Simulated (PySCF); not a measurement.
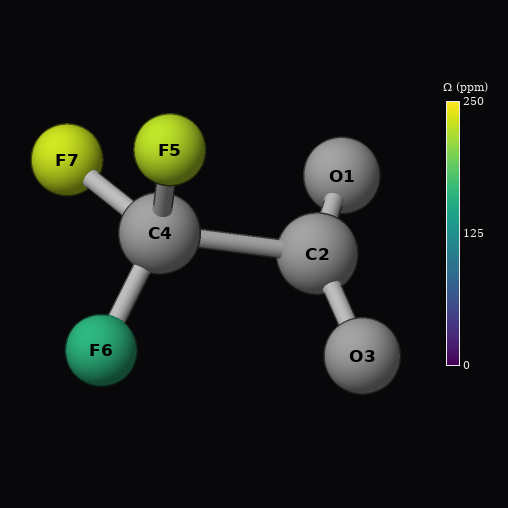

The F atoms are coloured by the span of their shielding tensor. Charge −1, singlet. Geometry: a frame of a GFN2-xTB molecular-dynamics simulation, not a minimum. Level of theory: GIAO PBE0/pcSseg-1 NMR shielding, non-relativistic, gas phase (PySCF 2.14.0). Principal shieldings σ11 ≤ σ22 ≤ σ33, span Ω = σ33 − σ11, skew κ = 3(σiso − σ22)/Ω.

Give the shielding tensors of the F atoms.

```
atom    σ11    σ22    σ33   σiso      Ω      κ
  F5  142.3  244.7  366.2  251.1  223.9   0.09
  F6  178.1  273.5  338.5  263.4  160.3  −0.19
  F7  142.1  243.9  370.8  252.3  228.7   0.11
```

Shieldings and span in ppm.
